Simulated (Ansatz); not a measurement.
**In₁₂N₁₂ (In12N12 zinc blende off sphere): density, localisation and related maps**

The calculation's input:

```
crystal:
  periodic: [false, false, false]
  atoms:
    - {symbol: In, position_ang: [-3.403632, 1.125340, -0.400219]}
    - {symbol: In, position_ang: [-1.069960, -1.369900, 2.408584]}
    - {symbol: In, position_ang: [0.863239, -3.157619, 0.114399]}
    - {symbol: In, position_ang: [-1.211104, 1.200902, -3.157784]}
    - {symbol: In, position_ang: [1.012068, -1.016626, -2.709111]}
    - {symbol: In, position_ang: [-1.759838, -1.305812, -1.086486]}
    - {symbol: In, position_ang: [-1.563352, 1.580459, 1.919488]}
    - {symbol: In, position_ang: [2.222995, -2.236477, 2.584231]}
    - {symbol: In, position_ang: [1.290401, 1.786129, -1.024784]}
    - {symbol: In, position_ang: [-1.116566, 3.493809, -0.359174]}
    - {symbol: In, position_ang: [3.172706, -0.852413, 0.135140]}
    - {symbol: In, position_ang: [1.367341, 1.081385, 2.438927]}
    - {symbol: N, position_ang: [-2.287155, -0.449851, 0.846183]}
    - {symbol: N, position_ang: [-2.899193, 0.187172, -2.212457]}
    - {symbol: N, position_ang: [-2.872422, 2.854028, 0.777706]}
    - {symbol: N, position_ang: [-0.136553, -2.551246, -1.626661]}
    - {symbol: N, position_ang: [0.214705, -3.000063, 2.210523]}
    - {symbol: N, position_ang: [2.953166, -2.950917, 0.600548]}
    - {symbol: N, position_ang: [0.043892, -0.047617, -4.270090]}
    - {symbol: N, position_ang: [-0.218605, 2.857086, -2.163953]}
    - {symbol: N, position_ang: [2.491206, 0.143188, -1.580753]}
    - {symbol: N, position_ang: [-0.525155, 0.502207, 3.403692]}
    - {symbol: N, position_ang: [2.978375, -0.227744, 2.238293]}
    - {symbol: N, position_ang: [0.453441, 2.354578, 0.913760]}
basis:
  gaussian: {orbitals: def2-SVP, fitting: {mean_field: def2-universal-jkfit}, initial_orbitals: start.molden}
hamiltonian: {xc: pbe0, dispersion: d4}
scf: {omitted_lower_state_checks: [starts]}
output: {forces: true, orbitals: {seedname: orbitals}}
```

Command:

```sh
ansatz run in.yaml --threads 2 --pin off --events-out ev --progress --plain --max-ram 22528MiB --backend cuda --devices 0, --max-vram 18GiB
```

Geometry: PBE-D4/def2-SVP; core potentials replace the inner electrons of In; not at a stationary point (largest force 0.8 eV/Å).

Theory: RKS PBE0-D4/def2-SVP in Ansatz.

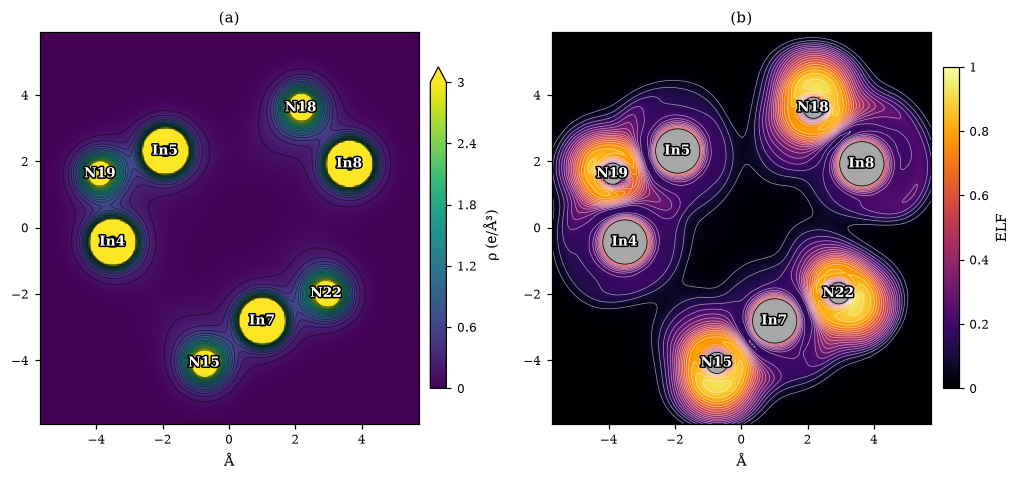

Figure 1. (a) electron density; (b) ELF on the plane of atoms In4, N19 and In5. Grey discs cover the atomic cores in the ELF map.

Interpret the plot.

Answer. Atoms in the plane: In and N.
In–N (2.08 Å): ρ at the midpoint is about 0.65 e/Å³; the ELF peaks at about 0.75 in the valence shell of N, 0.6 Å from its nucleus, and drops to about 0.15 between the two atoms.
In–N (2.15 Å): ρ is about 0.58 e/Å³ halfway; the ELF peaks at about 0.85 in the valence shell of N, 0.6 Å from its nucleus, and drops to about 0.15 between the two atoms.
The ELF also peaks beside N15, N22, N19 and N18, away from the bonds: lone-pair regions.

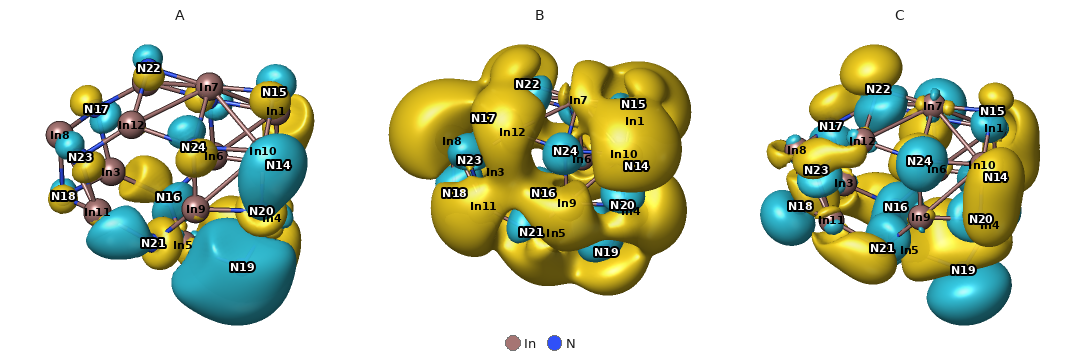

Figure 2. Three frontier orbitals at ±0.03 Å⁻³ᐟ² (yellow and cyan are the two phases), in no order.

Order the three orbitals by energy and name them.

Answer. C is the HOMO−1 (−6.10 eV). Its weight (Hirshfeld) is mainly on N19 (about 35 %), In4 (about 5 %) and In5 (about 5 %). A is the HOMO (−5.29 eV). Its weight (Hirshfeld) is mainly on N19 (about 70 %), In5 (about 10 %) and In4 (about 10 %); largely a lone pair of N19. B is the LUMO (−4.13 eV). No atom holds more than about 15 % of it (Hirshfeld); by element the shares are In 65 % and N 35 %.

What is the HOMO–LUMO gap?

Answer. 1.16 eV between the orbital energies.

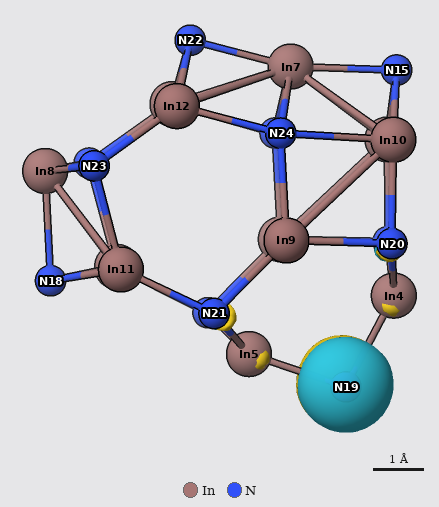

Figure 3. One frontier orbital at ±0.15 Å⁻³ᐟ² (yellow and cyan are the two phases), seen across its widest extent.

Which orbital is it: HOMO or LUMO?

Answer. The HOMO, at −5.29 eV. Its weight (Hirshfeld) is mainly on N19 (about 70 %), In5 (about 10 %) and In4 (about 10 %); largely a lone pair of N19.
